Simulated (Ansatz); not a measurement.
# Grüneisen parameters and expansion of Be2Al (hypothetical, Fm-3m), part 3 of 4

Which modes of Be2Al (hypothetical) drive its thermal expansion? The crystal structure is hypothetical: it was made by swapping elements on a known structure type.

Ansatz 0.2.0; DFT PBEsol, scalar-relativistic, plane waves, PAW.

So far, highest frequency (cm⁻¹): step 6 (phonons, V/V0 1) 488.

**8. Lattice dynamics at this volume, V/V0 1.015**

The same q-mesh and k-mesh are kept at every volume, so that much of their error can cancel in the differences.

input.yaml

```yaml
crystal:
  lattice:
    - [0.0, 2.7387101954, 2.7387101954]
    - [2.7387101954, 0.0, 2.7387101954]
    - [2.7387101954, 2.7387101954, 0.0]
  atoms:
    - { symbol: Be, position: [0.25, 0.25, 0.25] }
    - { symbol: Be, position: [0.75, 0.75, 0.75] }
    - { symbol: Al, position: [0.0, 0.0, 0.0] }
kpoints:
  mp_grid: { grid: [16, 16, 16] }
hamiltonian:
  xc: pbesol
scf:
  occupations: { method: methfessel_paxton, width: 0.15 }
output:
  eigenvalues: true
phonons:
  method: dfpt
  qmesh: [4, 4, 4]
  temperatures: { t_max: 1000, t_step: 50 }
  qpath:
    path:
      - [[0.0, 0.0, 0.0], [0.5, 0.0, 0.5], [0.625, 0.25, 0.625]]
      - [[0.375, 0.375, 0.75], [0.0, 0.0, 0.0], [0.5, 0.5, 0.5], [0.5, 0.25, 0.75], [0.5, 0.0, 0.5]]
    npoints: 10
```

Run with:

```bash
ansatz run input.yaml --threads 4 --pin off --max-ram 8192MiB --backend cpu --events-out ev --progress --plain --runs-dir out
```

Numbers of over 12 decimals in the logs are rounded to 6 here.

Output:

```text
[...]
Crystal: 3 atoms, lattice volume = 41.084 Å³
Basis set: ecut = 420 eV, 821 PW (Γ), exchange–correlation on 54×54×54 points (8 copies of the dense FFT grid, shifted against one another)
Bands: 8, of which v1, the nominal top of the filled ones, is band 4 counted from 1 (3 counted from 0)
Symmetry: 48 space group operations
k-points: 145 of 4096
[...]
Fermi energy:    4.977012 eV
[...]
--- Band table (eV; the first three rows and the last of 145) ---
[...]
ASR residual: 2.245e-5 → 0.000e0 eV/Å²; symmetrization residual: 2.994e-8 eV/Å²
  ASR residual per site (eV/Å²): 2.25e-5 2.25e-5 3.05e-6
  Γ frequencies (cm⁻¹): 0.00 0.00 0.00 256.18 256.18 256.18 470.11 470.11 470.11
--- Phonons (arbitrary-q DFPT): 8 irreducible q on the 4×4×4 mesh ---
[...]
interpolated dispersion: 62 rows × 9 modes
[...]
[key lines of the parts left out:]
SCF converged after 6 iterations
Free energy (F): -703.452433 eV
```

Wall time 2.5 min (4 threads of AMD EPYC 7R43, shared host); peak memory 3.1 GiB; 9.4 min of CPU time.

No LO-TO term. Phonon branches along the path, in cm⁻¹:

```
    point  branch 1  branch 2  branch 3  branch 4  branch 5  branch 6  branch 7  branch 8  branch 9
        Γ         0         0         0       256       256       256       470       470       470
        X      -168      -168       286       290       393       393       445       445       457
        U      -149      -138       235       312       369       441       442       453       454
jump to K      -149      -138       235       312       369       441       442       453       454
        Γ         0         0         0       256       256       256       470       470       470
        L      -110      -110       207       332       332       391       453       466       466
        W      -195       148       148       322       414       441       441       448       448
        X      -168      -168       286       290       393       393       445       445       457
```

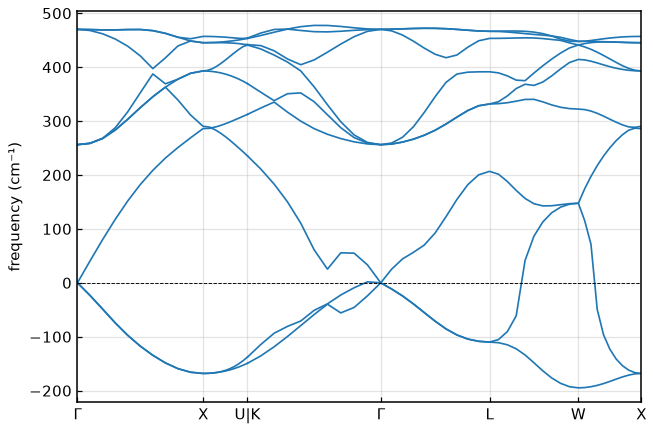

Phonon branches along the path.

The lowest solved frequency is -195 cm⁻¹, so the cell is unstable here and gives no valid free energy. The highest zone-centre mode (no LO–TO term) moved by -2.0 % for a volume change of +1.5 %.

**9. A cell at another volume, V/V0 0.985**

Symmetry fixes every atom, so a single point at the scaled cell gives the energy and pressure of this member.

input.yaml, the sections that differ from step 8:

```yaml
crystal:
  lattice:
    - [0.0, 2.7114575398, 2.7114575398]
    - [2.7114575398, 0.0, 2.7114575398]
    - [2.7114575398, 2.7114575398, 0.0]
  atoms:
    - { symbol: Be, position: [0.25, 0.25, 0.25] }
    - { symbol: Be, position: [0.75, 0.75, 0.75] }
    - { symbol: Al, position: [0.0, 0.0, 0.0] }
output:
  forces: true
  stress: true
  eigenvalues: true
# kpoints, hamiltonian, scf: as in step 8
# phonons: removed
```

Output:

```text
[...]
Crystal: 3 atoms, lattice volume = 39.869 Å³
Basis set: ecut = 420 eV, 749 PW (Γ), exchange–correlation on 54×54×54 points (8 copies of the dense FFT grid, shifted against one another)
Bands: 8, of which v1, the nominal top of the filled ones, is band 4 counted from 1 (3 counted from 0)
Symmetry: 48 space group operations
[...]
k-points: 145 of 4096
[...]
Internal energy: -703.453283 eV  (E = F + TS)
E sigma→0 (E₀):  -703.452602 eV
Entropy (-TS):   0.000908 eV (0.303 meV/atom)
Fermi energy:    5.209428 eV
[...]
--- Stress (GPa, compression-positive) ---
        1.201930       0.000000      -0.000000
        0.000000       1.201930      -0.000000
       -0.000000      -0.000000       1.201930
  P = ⅓ Tr σ = 1.2019 GPa (12.019 kbar)
--- Band table (eV; the first three rows and the last of 145) ---
[...]
[key lines of the parts left out:]
SCF converged after 5 iterations
Free energy (F): -703.452375 eV
```

Elapsed: 0.72 s, on 4 threads; peak memory 0.37 GiB; 2.3 s of CPU time.

The run ends at a pressure of 1.20 GPa.

**10. Phonons, V/V0 0.985**

Phonons at this volume give one point of F(V, T); meshes stay fixed along the series.

input.yaml, the sections that differ from step 9:

```yaml
output:
  eigenvalues: true
phonons:
  method: dfpt
  qmesh: [4, 4, 4]
  temperatures: { t_max: 1000, t_step: 50 }
  qpath:
    path:
      - [[0.0, 0.0, 0.0], [0.5, 0.0, 0.5], [0.625, 0.25, 0.625]]
      - [[0.375, 0.375, 0.75], [0.0, 0.0, 0.0], [0.5, 0.5, 0.5], [0.5, 0.25, 0.75], [0.5, 0.0, 0.5]]
    npoints: 10
# crystal, kpoints, hamiltonian, scf: as in step 9
```

Output:

```text
[...]
Crystal: 3 atoms, lattice volume = 39.869 Å³
Basis set: ecut = 420 eV, 749 PW (Γ), exchange–correlation on 54×54×54 points (8 copies of the dense FFT grid, shifted against one another)
Bands: 8, of which v1, the nominal top of the filled ones, is band 4 counted from 1 (3 counted from 0)
Symmetry: 48 space group operations
k-points: 145 of 4096
[...]
Fermi energy:    5.209431 eV
[...]
--- Band table (eV; the first three rows and the last of 145) ---
[...]
ASR residual: 1.804e-5 → 0.000e0 eV/Å²; symmetrization residual: 1.854e-8 eV/Å²
  ASR residual per site (eV/Å²): 1.49e-5 1.49e-5 1.80e-5
  Γ frequencies (cm⁻¹): 0.00 0.00 0.00 279.42 279.42 279.42 489.49 489.49 489.49
--- Phonons (arbitrary-q DFPT): 8 irreducible q on the 4×4×4 mesh ---
[...]
interpolated dispersion: 62 rows × 9 modes
[...]
[key lines of the parts left out:]
SCF converged after 6 iterations
Free energy (F): -703.452375 eV
```

Wall time 2.4 min (4 threads); peak memory 3 GiB.

No LO-TO term. The phonon branches at the labelled points (cm⁻¹):

```
    point  branch 1  branch 2  branch 3  branch 4  branch 5  branch 6  branch 7  branch 8  branch 9
        Γ         0         0         0       279       279       279       490       490       490
        X      -172      -172       300       305       409       409       467       467       473
        U      -154      -143       241       331       386       459       463       471       475
jump to K      -154      -143       241       331       386       459       463       471       475
        Γ         0         0         0       279       279       279       490       490       490
        L      -113      -113       210       350       350       407       473       487       487
        W      -201       150       150       341       430       461       461       464       470
        X      -172      -172       300       305       409       409       467       467       473
```

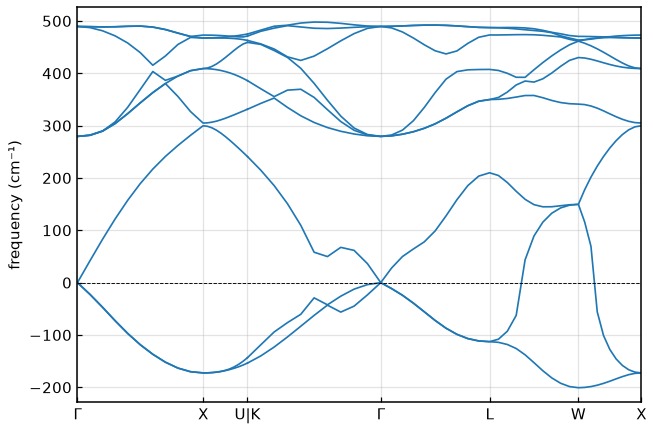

Phonon branches along the path.

The lowest solved frequency is -201 cm⁻¹, so the cell is unstable here and gives no valid free energy. The highest zone-centre mode (no LO–TO term) moved by +2.0 % for a volume change of -1.5 %.

**11. Single point at a scaled cell, V/V0 1.03**

Symmetry fixes every atom, so a single point at the scaled cell gives the energy and pressure of this member.

The cell differs from the one that the last finished run ended in (a 3.835 → 3.892 Å, b 3.835 → 3.892 Å, c 3.835 → 3.892 Å).

input.yaml, the sections that differ from step 10:

```yaml
crystal:
  lattice:
    - [0.0, 2.75213546, 2.75213546]
    - [2.75213546, 0.0, 2.75213546]
    - [2.75213546, 2.75213546, 0.0]
  atoms:
    - { symbol: Be, position: [0.25, 0.25, 0.25] }
    - { symbol: Be, position: [0.75, 0.75, 0.75] }
    - { symbol: Al, position: [0.0, 0.0, 0.0] }
output:
  forces: true
  stress: true
  eigenvalues: true
# kpoints, hamiltonian, scf: as in step 10
# phonons: removed
```

Output:

```text
[...]
Crystal: 3 atoms, lattice volume = 41.691 Å³
Basis set: ecut = 420 eV, 869 PW (Γ), exchange–correlation on 54×54×54 points (8 copies of the dense FFT grid, shifted against one another)
Bands: 8, of which v1, the nominal top of the filled ones, is band 4 counted from 1 (3 counted from 0)
Symmetry: 48 space group operations
[...]
k-points: 145 of 4096
[...]
Internal energy: -703.446940 eV  (E = F + TS)
E sigma→0 (E₀):  -703.446321 eV
Entropy (-TS):   0.000825 eV (0.275 meV/atom)
Fermi energy:    4.865419 eV
[...]
--- Stress (GPa, compression-positive) ---
       -2.187318       0.000000      -0.000000
        0.000000      -2.187318      -0.000000
        0.000000      -0.000000      -2.187318
  P = ⅓ Tr σ = -2.1873 GPa (-21.873 kbar)
--- Band table (eV; the first three rows and the last of 145) ---
[...]
[key lines of the parts left out:]
SCF converged after 5 iterations
Free energy (F): -703.446115 eV
```

It took 0.73 s on 4 threads; peak memory 0.41 GiB.

The run ends at a pressure of -2.19 GPa.

**12. Phonons, V/V0 1.03**

The same q-mesh and k-mesh are kept at every volume, so that much of their error can cancel in the differences.

input.yaml, the sections that differ from step 11:

```yaml
output:
  eigenvalues: true
phonons:
  method: dfpt
  qmesh: [4, 4, 4]
  temperatures: { t_max: 1000, t_step: 50 }
  qpath:
    path:
      - [[0.0, 0.0, 0.0], [0.5, 0.0, 0.5], [0.625, 0.25, 0.625]]
      - [[0.375, 0.375, 0.75], [0.0, 0.0, 0.0], [0.5, 0.5, 0.5], [0.5, 0.25, 0.75], [0.5, 0.0, 0.5]]
    npoints: 10
# crystal, kpoints, hamiltonian, scf: as in step 11
```

Output:

```text
[...]
Crystal: 3 atoms, lattice volume = 41.691 Å³
Basis set: ecut = 420 eV, 869 PW (Γ), exchange–correlation on 54×54×54 points (8 copies of the dense FFT grid, shifted against one another)
Bands: 8, of which v1, the nominal top of the filled ones, is band 4 counted from 1 (3 counted from 0)
Symmetry: 48 space group operations
k-points: 145 of 4096
[...]
Fermi energy:    4.865421 eV
[...]
--- Band table (eV; the first three rows and the last of 145) ---
[...]
ASR residual: 2.339e-5 → 0.000e0 eV/Å²; symmetrization residual: 4.600e-8 eV/Å²
  ASR residual per site (eV/Å²): 2.34e-5 2.34e-5 6.65e-7
  Γ frequencies (cm⁻¹): 0.00 0.00 0.00 244.63 244.63 244.63 460.71 460.71 460.71
--- Phonons (arbitrary-q DFPT): 8 irreducible q on the 4×4×4 mesh ---
[...]
interpolated dispersion: 62 rows × 9 modes
[...]
[key lines of the parts left out:]
SCF converged after 6 iterations
Free energy (F): -703.446115 eV
```

Elapsed: 2.6 min, on 4 threads; peak memory 3.1 GiB.

The lowest solved frequency is -192 cm⁻¹, so the cell is unstable here and gives no valid free energy. The highest zone-centre mode (no LO–TO term) moved by -4.0 % for a volume change of +3.0 %.

**13. A cell at another volume, V/V0 0.97**

Symmetry fixes every atom, so a single point at the scaled cell gives the energy and pressure of this member.

The cell differs from the one that the last finished run ended in (a 3.892 → 3.815 Å, b 3.892 → 3.815 Å, c 3.892 → 3.815 Å).

input.yaml, the sections that differ from step 12:

```yaml
crystal:
  lattice:
    - [0.0, 2.6976233321, 2.6976233321]
    - [2.6976233321, 0.0, 2.6976233321]
    - [2.6976233321, 2.6976233321, 0.0]
  atoms:
    - { symbol: Be, position: [0.25, 0.25, 0.25] }
    - { symbol: Be, position: [0.75, 0.75, 0.75] }
    - { symbol: Al, position: [0.0, 0.0, 0.0] }
output:
  forces: true
  stress: true
  eigenvalues: true
  write_density: true
  write_potential: true
  elf: true
  volumetric_format: npy
# kpoints, hamiltonian, scf: as in step 12
# phonons: removed
```

Output:

```text
[...]
Crystal: 3 atoms, lattice volume = 39.262 Å³
Basis set: ecut = 420 eV, 749 PW (Γ), exchange–correlation on 54×54×54 points (8 copies of the dense FFT grid, shifted against one another)
Bands: 8, of which v1, the nominal top of the filled ones, is band 4 counted from 1 (3 counted from 0)
Symmetry: 48 space group operations
[...]
k-points: 145 of 4096
[...]
Internal energy: -703.446307 eV  (E = F + TS)
E sigma→0 (E₀):  -703.445622 eV
Entropy (-TS):   0.000914 eV (0.305 meV/atom)
Fermi energy:    5.330553 eV
[...]
--- Stress (GPa, compression-positive) ---
        2.495485       0.000000       0.000000
        0.000000       2.495485       0.000000
        0.000000      -0.000000       2.495485
  P = ⅓ Tr σ = 2.4955 GPa (24.955 kbar)
--- Band table (eV; the first three rows and the last of 145) ---
[...]
[key lines of the parts left out:]
SCF converged after 5 iterations
Free energy (F): -703.445393 eV
```

It took 0.92 s on 4 threads; peak memory 0.41 GiB; 3 s of CPU time.

The run ends at a pressure of 2.50 GPa.

**14. Phonons, V/V0 0.97**

Phonons at this volume give one point of F(V, T); meshes stay fixed along the series.

input.yaml, the sections that differ from step 13:

```yaml
output:
  eigenvalues: true
phonons:
  method: dfpt
  qmesh: [4, 4, 4]
  temperatures: { t_max: 1000, t_step: 50 }
  qpath:
    path:
      - [[0.0, 0.0, 0.0], [0.5, 0.0, 0.5], [0.625, 0.25, 0.625]]
      - [[0.375, 0.375, 0.75], [0.0, 0.0, 0.0], [0.5, 0.5, 0.5], [0.5, 0.25, 0.75], [0.5, 0.0, 0.5]]
    npoints: 10
# crystal, kpoints, hamiltonian, scf: as in step 13
```

Output:

```text
[...]
Crystal: 3 atoms, lattice volume = 39.262 Å³
Basis set: ecut = 420 eV, 749 PW (Γ), exchange–correlation on 54×54×54 points (8 copies of the dense FFT grid, shifted against one another)
Bands: 8, of which v1, the nominal top of the filled ones, is band 4 counted from 1 (3 counted from 0)
Symmetry: 48 space group operations
k-points: 145 of 4096
[...]
Fermi energy:    5.330555 eV
[...]
--- Band table (eV; the first three rows and the last of 145) ---
[...]
ASR residual: 2.357e-5 → 0.000e0 eV/Å²; symmetrization residual: 2.127e-8 eV/Å²
  ASR residual per site (eV/Å²): 5.35e-6 5.35e-6 2.36e-5
  Γ frequencies (cm⁻¹): 0.00 0.00 0.00 291.14 291.14 291.14 499.49 499.49 499.49
--- Phonons (arbitrary-q DFPT): 8 irreducible q on the 4×4×4 mesh ---
[...]
interpolated dispersion: 62 rows × 9 modes
[...]
[key lines of the parts left out:]
SCF converged after 6 iterations
Free energy (F): -703.445393 eV
```

The job ended after 2.5 min (4 threads; peak memory 2.9 GiB).

The lowest solved frequency is -204 cm⁻¹, so the cell is unstable here and gives no valid free energy. The highest zone-centre mode (no LO–TO term) moved by +4.1 % for a volume change of -3.0 %.

(Part 3 of 4 ends here.)

[Logs are printed without paths, hosts, clocks, repeated set-up lines and the standing remarks that a program may print on its own settings, such as how far it seeks lower states.]

[Hosts, paths, dates, database ids (printed as entryN), source tags and the programs' standing remarks are cut or masked in the printed files.]

[A step with changed settings may run another functional than the one named; its input shows which.]

[Of the runs on displaced cells, only some may be shown.]
